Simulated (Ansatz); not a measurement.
The starting structures come from a database of crystals and need not be the phases stable at ambient conditions.

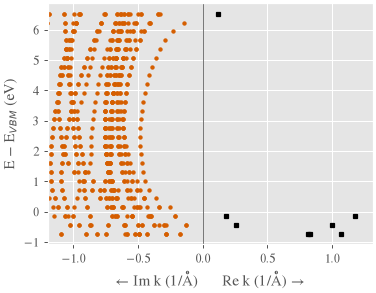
Figure: Complex bands at the centre of the two-dimensional zone; r2SCAN run with Ansatz (a quantum-chemistry and plane-wave program)

The gap is the functional's own, uncorrected, and κ follows it; spin-orbit coupling is left out. Mid-gap values are interpolated between the computed energies.

Question: This is BaLi2Mg(PO4)2 (P-3, not sure to be the ambient phase, 14 atoms a cell, 11.6 Å³ an atom, -5 GPa at this level) along the normal of (110). Read off the slowest decay at the centre of the two-dimensional zone at 3.33 eV, the computed energy nearest the middle of the gap.

Answer: κ ≈ 0.47 1/Å, a decay length 1/(2κ) of the density of 1.1 Å.
